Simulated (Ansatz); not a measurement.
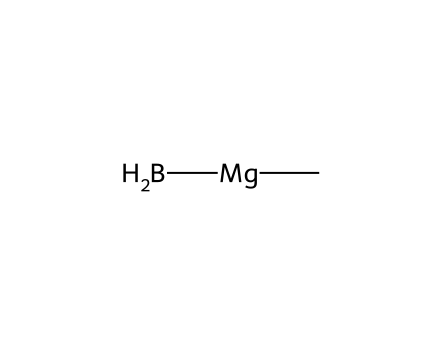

Figure made from data computed with Ansatz.

Skeletal drawing of a molecule.

Question: Write the SMILES.

Answer: [BH2][Mg][CH3]

Question: What is the molecular formula?

Answer: CH5BMg.
